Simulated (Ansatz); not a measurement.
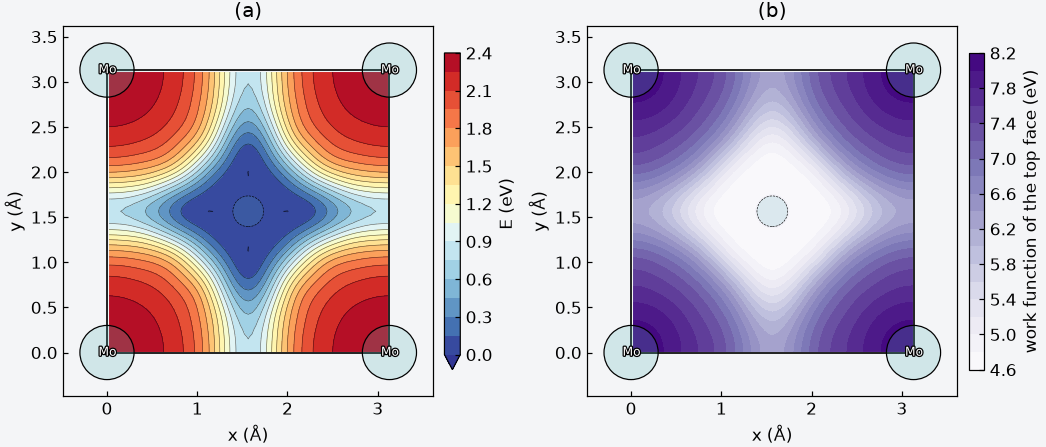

N on a Mo(100) slab cut from the Im-3m phase, its upper half relaxed before the scan (4 atoms of substrate and one adsorbate in a 1 × 1 cell). 
- N is moved over the surface cell; relaxed at each place: the height of the adsorbate's atoms; substrate rigid; the origin of the map has the adsorbate above Mo4.
- Places are given modulo a cell vector. The map is drawn in real space over the plane of the surface.
- Grid: 8 × 8 points; 15 points were computed and 49 follow by symmetry.
- Energies: eV, counted from the lowest grid point.
- With one adsorbate in each 1 × 1 cell, its nearest image is 3.1 Å away, so neighbouring adsorbates interact.
- These are results of DFT PBEsol, scalar-relativistic, plane waves, PAW (Ansatz), not measurements. Settings: cutoff 420 eV, k-mesh 9×9×1, gaussian smearing 0.1 eV, no spin polarisation.

Panel (a) is the energy; panel (b) is the computed work function of the top face, in eV.

In the figure: filled contours, labelled circles for the atoms of the top layer and small ones for the second layer, the outline of one cell of the plane. Between grid points the surface is interpolated.

How does the work function of the top face vary over the map, and what is it at the lowest grid point?

It runs from 4.67 eV at (3/8, 4/8) of the cell vectors [nearest 3 Mo at 2.05 Å] to 8.14 eV at the top site over a surface Mo atom, (0/8, 0/8) of the cell vectors. At the lowest grid point, (3/8, 4/8) of the cell vectors [nearest 3 Mo at 2.05 Å], it is 4.67 eV.

| second ↓, first → | 0/8 | 1/8 | 2/8 | 3/8 | 4/8 | 5/8 | 6/8 | 7/8 |
| --- | --- | --- | --- | --- | --- | --- | --- | --- |
| 7/8 | 7.97 | 7.81 | 7.39 | 6.67 | 5.91 | 6.67 | 7.39 | 7.81 |
| 6/8 | 7.55 | 7.39 | 6.90 | 5.84 | 5.03 | 5.84 | 6.90 | 7.39 |
| 5/8 | 6.95 | 6.67 | 5.84 | 4.84 | 4.67 | 4.84 | 5.84 | 6.67 |
| 4/8 | 6.29 | 5.91 | 5.03 | 4.67 | 4.88 | 4.67 | 5.03 | 5.91 |
| 3/8 | 6.95 | 6.67 | 5.84 | 4.84 | 4.67 | 4.84 | 5.84 | 6.67 |
| 2/8 | 7.55 | 7.39 | 6.90 | 5.84 | 5.03 | 5.84 | 6.90 | 7.39 |
| 1/8 | 7.97 | 7.81 | 7.39 | 6.67 | 5.91 | 6.67 | 7.39 | 7.81 |
| 0/8 | 8.14 | 7.97 | 7.55 | 6.95 | 6.29 | 6.95 | 7.55 | 7.97 |

PAW datasets: the set soft_1.
